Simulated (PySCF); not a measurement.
**C6H9NO2Si (SMILES C=C[C@H]1C[C@H](C#N)O[SiH2]O1): density, localisation and related maps**

Input file:

```
{"job": {"xc": "PBE0", "basis": "pcSseg-1", "kind": "nmr", "pop": true}, "charge": 0, "multiplicity": 1}
C      2.103444     0.207925     1.368035
C      1.617465    -0.679128     0.522270
C      0.911363    -0.356911    -0.768448
C     -0.488867    -0.987685    -0.776244
C     -1.359517    -0.357754     0.317920
C     -2.669639    -0.990076     0.303032
N     -3.694401    -1.493643     0.270325
O     -1.519272     1.022914     0.154564
Si    -0.391837     1.965358    -0.562598
O      0.846410     1.016832    -1.033801
H      2.599303    -0.088912     2.276164
H      2.032965     1.264848     1.175703
H      1.704573    -1.741485     0.710238
H      1.492736    -0.799214    -1.593765
H     -0.418881    -2.064142    -0.616809
H     -0.956347    -0.796110    -1.744586
H     -0.900851    -0.550977     1.303161
H     -0.986256     2.531732    -1.762665
H      0.067807     2.905681     0.450041
```

Command:

```sh
OMP_NUM_THREADS=1 python ens_run.py task.json out
```

Geometry: GFN2-xTB.

All numbers below come from PySCF 2.14.0, PBE0/pcSseg-1, SCF density, gas phase, non-relativistic.

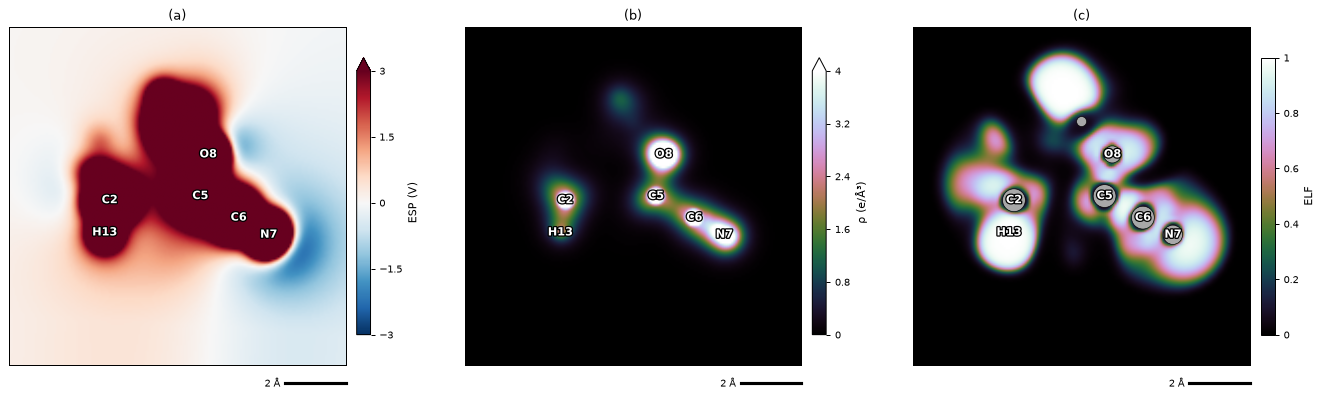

Figure 1. (a) electrostatic potential; (b) electron density; (c) electron localisation function on the plane of atoms C6, C5 and O8. Grey discs cover the atomic cores in the ELF map.

Interpret the plot.

Answer. The section cuts through C, N, O and H sites.
C–N (1.14 Å): ρ at the midpoint is about 3.6 e/Å³; the ELF peaks at about 0.85 between the atoms (a short, multiple covalent bond).
C–O (1.40 Å): ρ at the midpoint is about 2.1 e/Å³, with its minimum of 1.8 e/Å³ about 0.5 Å from C; the ELF peaks at about 0.90 between the atoms: a shared but strongly polarised pair.
C–H (1.08 Å): ρ is about 2 e/Å³ halfway; the ELF climbs to about 1 towards the hydrogen, as it does in any bond to H: an ordinary covalent bond to hydrogen.
C–C (1.45 Å): ρ is about 1.8 e/Å³ halfway; the ELF peaks at about 0.95 between the atoms: localised, covalent bonding.
The ELF also peaks beside N7 and O8, away from the bonds: lone-pair regions.
Outside the dense part of the molecule the potential is most negative (−2.2 V) near N7.

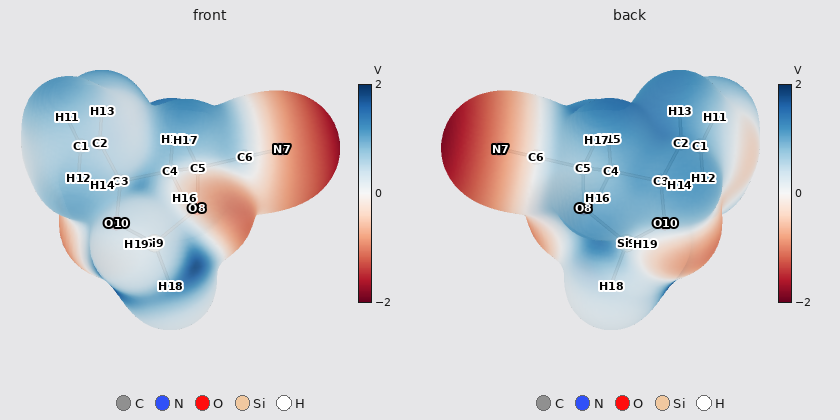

Figure 2. The molecular electrostatic potential painted on the density surface at 0.002 e/bohr³, seen from the front and from behind; red is negative and blue positive.

Where is the surface potential most negative and most positive?

Answer. The most negative region (about −1.8 V) lies over N7, the most positive (about +1.7 V) over Si9. N7 is the likeliest acceptor of a hydrogen bond.
